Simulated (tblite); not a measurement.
# C8H6OSi: the cost of one run

The runs use tblite 0.8.0 and PySCF 2.14.0, with density-fitted response routines of our own; the level of theory stands in each step. All values are computed, except where a source is named. Atoms count from 0, in the outputs and in this text.

## (1) Starting geometry

16 atoms, charge 0, multiplicity 1; geometry from: force field or distance geometry start.

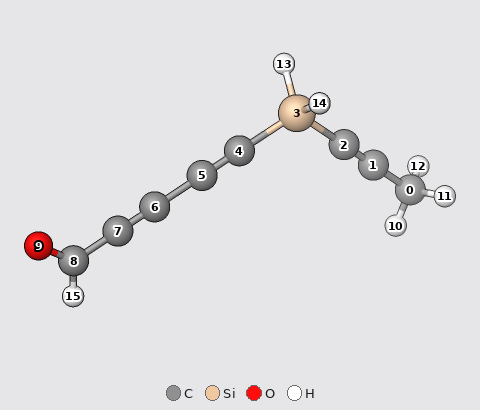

The starting geometry (carbon grey, silicon light orange, oxygen red, hydrogen white), atoms numbered.

## (2) Geometry optimisation with GFN2-xTB

What the job is given:

```
{"job": {"kind": "relax", "xc": "GFN2-xTB", "basis": "xTB"}, "charge": 0, "multiplicity": 1}
C      4.245400     1.322400     0.793100
C      2.936400     0.820800     1.236500
C      1.886600     0.394800     1.620200
Si     0.215200    -0.246300     2.184400
C     -0.985500    -0.450400     0.782400
C     -1.761700    -0.575100    -0.137300
C     -2.746900    -0.732700    -1.305300
C     -3.512700    -0.856400    -2.208200
C     -4.434000    -1.012300    -3.307000
O     -5.578600    -1.424300    -3.120300
H      4.231300     1.486700    -0.289600
H      5.032800     0.613300     1.030400
H      4.467100     2.277900     1.290700
H     -0.351800     0.673500     3.199000
H      0.402700    -1.556300     2.866300
H     -4.054000    -0.726600    -4.287500
```

Started as:

```
OMP_NUM_THREADS=1 python probes_run.py task.json out
```

One launch serves the whole session: the jobs run in the order shown.

**Question.** How long does this first job take on 1 thread of Arm Neoverse N1, shared host, and how much memory does it need?

About 1.1 s, with a peak of 0.18 GiB.
